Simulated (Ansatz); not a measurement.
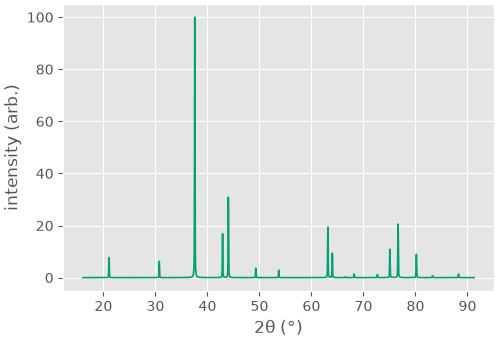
Figure. Simulated powder pattern, Cu Kα, λ = 1.54184 Å

The pattern belongs to a structure relaxed with the program Ansatz at the PBE level (PAW).

Problem. Which of these materials gives this?
A. MoPt, L1₀ or tetragonal B2
B. BePt, L1₀ or tetragonal B2
C. AgAu, L1₀ or tetragonal B2
D. ScAg3, Cu3Au type

Solution. C, AgAu, L1₀ or tetragonal B2

Space group P4/mmm (L1₀ or tetragonal B2). The start of the workflow was typed in or built on a structure type; neither database checked (COD, Materials Project) lists it. Whether it is the stable phase at ambient conditions was not checked. The PBE relaxation kept the symmetry of its start; its stability against distortions is not shown here. The run is not spin-polarised. Spin–orbit coupling is left out wherever it is not named.

Potentials: the earlier of the program's two PAW sets.
